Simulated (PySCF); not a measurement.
Consider C5H12N2O2Si.

The calculation's input:

```
{"job": {"kind": "nmr", "xc": "PBE0", "basis": "pcSseg-1"}, "charge": 0, "multiplicity": 1}
C     -2.924428     1.380565    -0.300845
O     -2.307150     0.130874    -0.116370
Si    -1.032612    -0.228887     0.797917
N     -0.761200    -1.916868     0.858701
C      0.420884    -2.355389     0.152268
C      1.369433    -1.153309     0.068908
N      0.546221     0.027407     0.068836
C      0.926818     1.271995    -0.258988
C      2.328246     1.478731    -0.780456
O      0.127474     2.186490    -0.130395
H     -2.174279     2.164460    -0.399601
H     -3.565967     1.602202     0.553994
H     -3.529644     1.321322    -1.205328
H     -1.051098     0.369348     2.127841
H     -1.478904    -2.612882     0.943629
H      0.899525    -3.182198     0.688062
H      0.172782    -2.704189    -0.859369
H      1.987040    -1.210440    -0.830785
H      2.028913    -1.138896     0.945317
H      2.468905     0.928129    -1.708552
H      3.053160     1.123349    -0.051179
H      2.485470     2.537572    -0.965237
```

Launched as:

```sh
OMP_NUM_THREADS=1 python probes_run.py task.json out
```

Geometry: GFN2-xTB.

These are results of PySCF 2.14.0, PBE0/pcSseg-1, SCF density, gas phase, non-relativistic, not measurements.

### Predict the electron density and electron localisation function between the atoms.

C–O (1.22 Å): ρ is about 3.2 e/Å³ halfway; the ELF peaks at about 0.85 between the atoms; a short, multiple covalent bond.
C–N (1.34 Å): the density is about 2.4 e/Å³ at the midpoint; the ELF peaks at about 0.90 between the atoms, as expected for localised, covalent bonding.
C–C (1.51 Å): the density is about 1.7 e/Å³ at the midpoint; the ELF peaks at about 0.95 between the atoms: a covalent bond.
Si–N (1.71 Å): the density is about 1.1 e/Å³ at the midpoint; the ELF peaks at about 0.90 between the atoms, as expected for a shared but strongly polarised pair.

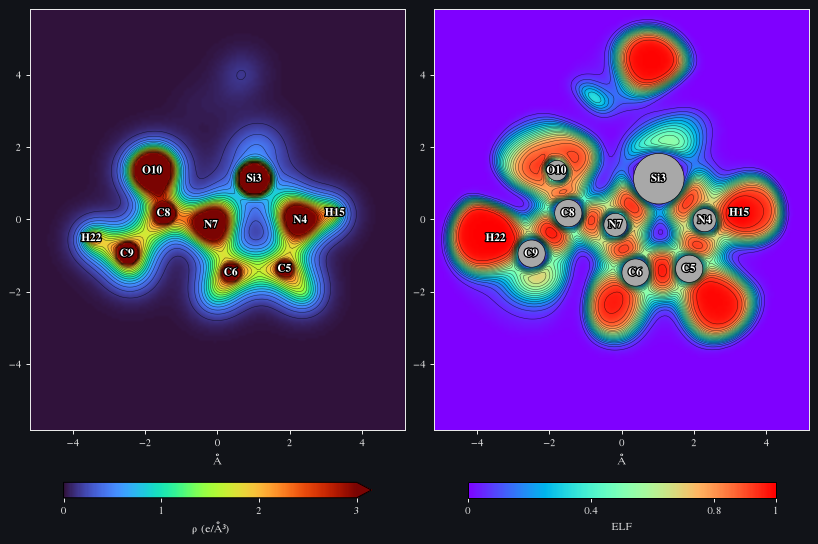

Computed electron density and electron localisation function on the plane of atoms C8, C9 and H22, in this order. Grey discs cover the atomic cores in the ELF map. 
